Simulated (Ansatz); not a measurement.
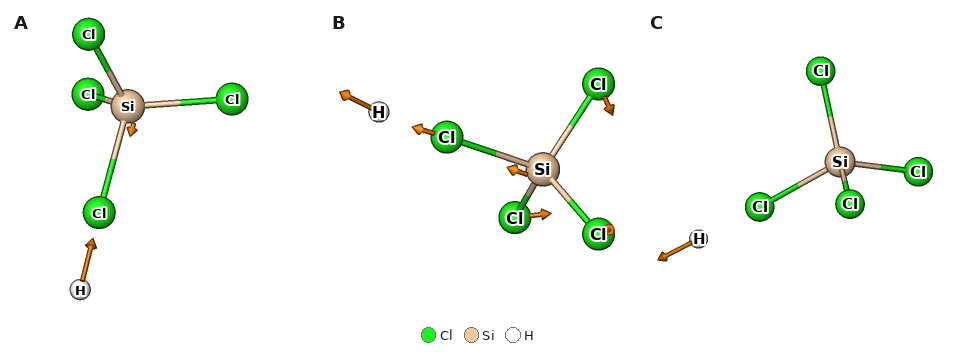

3 normal modes of one molecule or complex, as arrows. Charge 0, doublet. Harmonic vibrations computed with UKS PBE0-D4/def2-SVP (Ansatz 0.2.0) at a stationary point of the same level. It is a saddle point of order 1.

**Match the panels to the wavenumbers 809i cm⁻¹, 206 cm⁻¹, 553 cm⁻¹.**

A: 553 cm⁻¹
B: 206 cm⁻¹, Cl–Si–Cl bending
C: 809i cm⁻¹
